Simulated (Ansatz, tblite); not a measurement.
**N-butylpyridinium tetrafluoroborate (C9H14BF4N): spin states and exact exchange**

Aim: set other spin states of N-butylpyridinium tetrafluoroborate (C9H14BF4N) against its singlet, on many levels of theory.

Method: as each input shows; program: Ansatz 0.2.0, Gaussian basis.

The runs, in order: triplet, at the geometry of the singlet (GFN1-xTB, GFN2-xTB, PBE0-D4/def2-SVP, PBE-D4/def2-SVP); the singlet's energies come from earlier runs.

4 further runs of the same task are left out: 4 that didn't finish. Runs told in other sessions of the task aren't counted.

## (1) The geometry

The geometry is that of the singlet, from an earlier relaxation (r2SCAN-D4/def2-SVP).

SMILES `CCCC[n+]1ccccc1.F[B-](F)(F)F`, 29 atoms, charge 0, spin multiplicity 1.

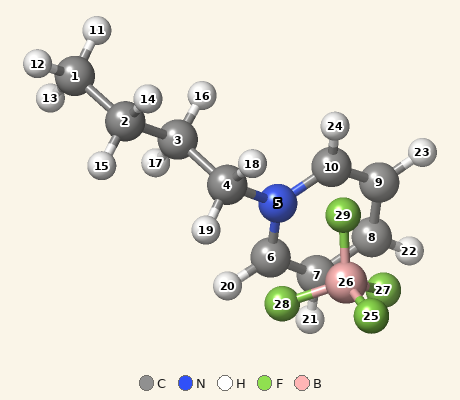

The geometry (carbon grey, nitrogen blue, hydrogen white, fluorine green, boron pink); atoms are numbered from 1 in the order of the file.

## (2) Triplet at the fixed geometry, GFN1-xTB

Tight binding, by tblite at 300 K electronic temperature and without a spin-polarisation term:

```python
tblite.interface.Calculator('GFN1-xTB', numbers, positions, charge=0, uhf=2).singlepoint()
```

Energy -1408.0403 eV; 0.056 s.

## (3) Triplet at the fixed geometry, GFN2-xTB

Tight binding, by tblite at 300 K electronic temperature and without a spin-polarisation term:

```python
tblite.interface.Calculator('GFN2-xTB', numbers, positions, charge=0, uhf=2).singlepoint()
```

Energy -1348.1087 eV; 0.046 s.

## (4) Triplet at the fixed geometry, PBE0-D4/def2-SVP

in.yaml reads:

```yaml
crystal:
  periodic: [false, false, false]
  atoms:
    - {symbol: C, position_ang: [-4.152482, 0.855263, 0.896859]}
    - {symbol: C, position_ang: [-3.085413, 0.046680, 0.169199]}
    - {symbol: C, position_ang: [-1.666754, 0.507897, 0.495586]}
    - {symbol: C, position_ang: [-0.628900, -0.321385, -0.248646]}
    - {symbol: N, position_ang: [0.746976, 0.127773, 0.049759]}
    - {symbol: C, position_ang: [1.334761, 1.044534, -0.745361]}
    - {symbol: C, position_ang: [2.613423, 1.500790, -0.472656]}
    - {symbol: C, position_ang: [3.302924, 0.977393, 0.620715]}
    - {symbol: C, position_ang: [2.691733, 0.001909, 1.407643]}
    - {symbol: C, position_ang: [1.411120, -0.417979, 1.088792]}
    - {symbol: H, position_ang: [-4.036973, 0.777273, 1.990343]}
    - {symbol: H, position_ang: [-5.163844, 0.503807, 0.642609]}
    - {symbol: H, position_ang: [-4.094008, 1.923796, 0.632247]}
    - {symbol: H, position_ang: [-3.184362, -1.023901, 0.423791]}
    - {symbol: H, position_ang: [-3.242874, 0.111217, -0.922528]}
    - {symbol: H, position_ang: [-1.490578, 0.436751, 1.585410]}
    - {symbol: H, position_ang: [-1.549782, 1.575724, 0.231116]}
    - {symbol: H, position_ang: [-0.663408, -1.389006, 0.005804]}
    - {symbol: H, position_ang: [-0.739106, -0.270303, -1.339493]}
    - {symbol: H, position_ang: [0.754112, 1.374909, -1.606673]}
    - {symbol: H, position_ang: [3.069446, 2.233620, -1.140083]}
    - {symbol: H, position_ang: [4.321919, 1.305739, 0.840127]}
    - {symbol: H, position_ang: [3.210384, -0.465815, 2.245919]}
    - {symbol: H, position_ang: [0.889075, -1.206243, 1.630967]}
    - {symbol: F, position_ang: [2.250911, -3.098395, -2.540986]}
    - {symbol: B, position_ang: [1.887912, -2.065206, -1.716051]}
    - {symbol: F, position_ang: [3.004815, -1.356820, -1.232116]}
    - {symbol: F, position_ang: [1.049696, -1.138183, -2.404095]}
    - {symbol: F, position_ang: [1.159278, -2.551872, -0.588176]}
basis:
  gaussian: {orbitals: def2-SVP}
magnetization: {spin_polarized: true, initial_magnetization: 2}
hamiltonian: {xc: pbe0, dispersion: d4}
scf: {omitted_lower_state_checks: [starts]}
output: {orbitals: {seedname: orbitals}}
```

Command:

```console
ansatz run in.yaml --threads 4 --pin off --events-out ev --progress --plain --max-ram 6963MiB
```

The log of the run:

```text
Functional definition: PBE0
  name "PBE0"
  cite "Adamo & Barone, J. Chem. Phys. 110, 6158 (1999) doi:10.1063/1.478522"
  cite "Perdew, Burke & Ernzerhof, Phys. Rev. Lett. 77, 3865 (1996) doi:10.1103/PhysRevLett.77.3865"
  parent pbe
  parameter a = 0.25
  parameter kappa = 0.804
  parameter beta = 0.06672455060314922
  exchange = (1 - a)*pbe_x(kappa = kappa, mu = beta*pi^2/3) + a*exact_x
  correlation = pbe_c(beta = beta)
these checks for a lower state are left out or cut short: starts
2832 factors; integrals over basis functions are off by at most 1.5e-3 eV
mean field evaluation 1: about -22542.6100 eV, gradient 5.5e1 eV
mean field evaluation 2: about -22538.2995 eV, gradient 6.6e1 eV
mean field evaluation 4: about -22555.2912 eV, gradient 2.6e0 eV
mean field evaluation 8: about -22556.0814 eV, gradient 5.2e-1 eV
mean field evaluation 16: about -22556.0829 eV, gradient 9.0e-3 eV
mean field evaluation 32: about -22556.0875 eV, gradient 5.0e-5 eV
mean field -22556.08753952 eV, -828.9209280122 hartree, gradient 8.1e-6 eV, S^2 2.013308; 0 other end points of the search recorded, 0 dependent functions left out
reference -22556.08758335 eV, -828.9209296228 hartree; 59, 57 occupied and 221, 223 virtual orbitals, 2832 factors
Total energy: -22556.81535427 eV, -828.9476747110 hartree
Checks for a lower state left out: starts
```

Run time: 65 s. Hardware: 4 threads of Arm Neoverse N1, shared host; peak memory 1.8 GiB.

Report: HOMO -4.79 eV, LUMO -6.57 eV (over both spins; with the spin held, an empty level of the minority spin lies below the top filled one); ⟨S²⟩ 2.013 (pure: 2.00).

## (5) Triplet at the fixed geometry, PBE-D4/def2-SVP

start.molden holds the orbitals of an earlier run on this state, given as this run's starting guess.

Edit in.yaml of step 4 so:

```diff
@@ -33,5 +33,5 @@
 basis:
-  gaussian: {orbitals: def2-SVP}
+  gaussian: {orbitals: def2-SVP, initial_orbitals: start.molden}
 magnetization: {spin_polarized: true, initial_magnetization: 2}
-hamiltonian: {xc: pbe0, dispersion: d4}
+hamiltonian: {xc: pbe, dispersion: d4}
 scf: {omitted_lower_state_checks: [starts]}
```

Same command.

The log of the run:

```text
Functional definition: PBE
  name "PBE"
  cite "Perdew, Burke & Ernzerhof, Phys. Rev. Lett. 77, 3865 (1996) doi:10.1103/PhysRevLett.77.3865"
  parent pbe
  parameter kappa = 0.804
  parameter beta = 0.06672455060314922
  exchange = pbe_x(kappa = kappa, mu = beta*pi^2/3)
  correlation = pbe_c(beta = beta)
these checks for a lower state are left out or cut short: starts
3152 factors; their error is unknown
mean field evaluation 1: about -22554.2741 eV, gradient 7.4e0 eV
mean field evaluation 2: about -22554.4880 eV, gradient 5.3e0 eV
mean field evaluation 4: about -22554.4913 eV, gradient 5.7e-1 eV
mean field evaluation 8: about -22554.5077 eV, gradient 3.5e-2 eV
mean field evaluation 16: about -22554.5078 eV, gradient 9.5e-5 eV
mean field -22554.50777484 eV, -828.8628727310 hartree, gradient 3.3e-6 eV, S^2 2.003403; 0 other end points of the search recorded, 0 dependent functions left out
reference -22554.50783059 eV, -828.8628747798 hartree; 59, 57 occupied and 221, 223 virtual orbitals, 3152 factors
Total energy: -22555.35583011 eV, -828.8940381871 hartree
Checks for a lower state left out: starts
```

Run time: 61 s. Hardware: 4 threads of Arm Neoverse N1, shared host; peak memory 1.5 GiB.

From the report: HOMO -3.24 eV, LUMO -7.00 eV (over both spins; with the spin held, an empty level of the minority spin lies below the top filled one); ⟨S²⟩ 2.003 (pure: 2.00).

## (6) Triplet less singlet, vertical

The singlet's energies are those of its earlier runs, whose logs aren't repeated here.

```tsv
level	triplet less singlet, vertical (kcal/mol)	time
GFN1-xTB	+84.2	0.094 s
GFN2-xTB	+90.0	0.071 s
PBE-D4/def2-SVP	+86.7	71 s
PBE0-D4/def2-SVP	+91.9	85 s
```

Times add the two runs; a level without a time comes out of a correlated run. Tight binding without a spin term can't rank spin states.

## (7) What came out

| quantity | value |
| --- | --- |
| triplet less singlet, vertical, functionals in def2-SVP | +86.7 (PBE-D4) to +91.9 kcal/mol (PBE0-D4) |

What this shows: All functionals put the triplet above the singlet, over a spread of 5.2 kcal/mol. The checks for a lower triplet were left out, so another state of that spin may lie lower. These are electronic energies, without zero-point motion, entropy or surroundings.
